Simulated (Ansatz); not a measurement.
# AlB2H5O: basis-set convergence

How large a basis does AlB2H5O need? Two functionals are run in growing sets.

Program: Ansatz 0.2.0, Gaussian basis. Level of theory: one geometry, several basis sets. These are calculated values, not measurements.

Levels to be run: PBE0-D4/def2-SVP; ωB97M-V/def2-SVP; PBE0-D4/def2-QZVPP; ωB97M-V/def2-QZVPP; the functionals' def2-TZVPP values are taken from earlier runs.

## 1. The relaxed structure

The geometry comes from an earlier relaxation with PBE0-D4 in a triple-zeta def2 set; it is a stationary point, not always the lowest conformer.

9 atoms, charge 0, spin multiplicity 1.

Atoms are counted from 1 here; the program's logs count them from 0.

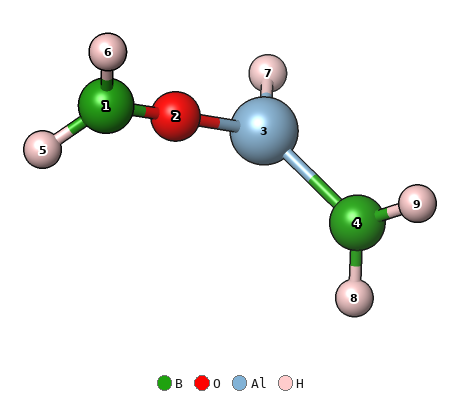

The geometry (boron green, oxygen red, aluminium light blue, hydrogen pink); atoms are numbered from 1 in the order of the file.

## 2. PBE0-D4 in def2-SVP

The input, in.yaml:

```yaml
crystal:
  periodic: [false, false, false]
  atoms:
    - {symbol: B, position_ang: [-0.500297, 1.741392, -1.308665]}
    - {symbol: O, position_ang: [0.119158, 0.722006, -0.717450]}
    - {symbol: Al, position_ang: [0.894157, -0.575978, 0.044511]}
    - {symbol: B, position_ang: [-0.192327, -1.603394, 1.548447]}
    - {symbol: H, position_ang: [-1.161177, 1.545089, -2.297178]}
    - {symbol: H, position_ang: [-0.397308, 2.850093, -0.847539]}
    - {symbol: H, position_ang: [2.366625, -0.888027, -0.453773]}
    - {symbol: H, position_ang: [-0.893120, -2.546350, 1.309261]}
    - {symbol: H, position_ang: [-0.147410, -1.291231, 2.705185]}
basis:
  gaussian: {orbitals: def2-SVP}
hamiltonian: {xc: pbe0, dispersion: d4}
output: {orbitals: {seedname: orbitals}}
```

The run is started by

```sh
$ ansatz run in.yaml --threads 2 --pin off --events-out ev --progress --plain --max-ram 4352MiB
```

After this run come: ωB97M-V in def2-SVP; PBE0-D4 in def2-QZVPP; ωB97M-V in def2-QZVPP.

**Question.** What will the summary of the whole plan be? Wanted: PBE0-D4: double and triple zeta above quadruple; ωB97M-V: double and triple zeta above quadruple.

As calculated:

| quantity | value |
| --- | --- |
| PBE0-D4: double and triple zeta above quadruple | 6.75, 0.42 eV |
| ωB97M-V: double and triple zeta above quadruple | 6.91, 0.40 eV |

**Reading.** PBE0-D4 gains 6.33 eV from double to triple zeta, then 0.42 eV more. These are total energies; as a rule much of such shifts cancels in differences, which this series doesn't test.
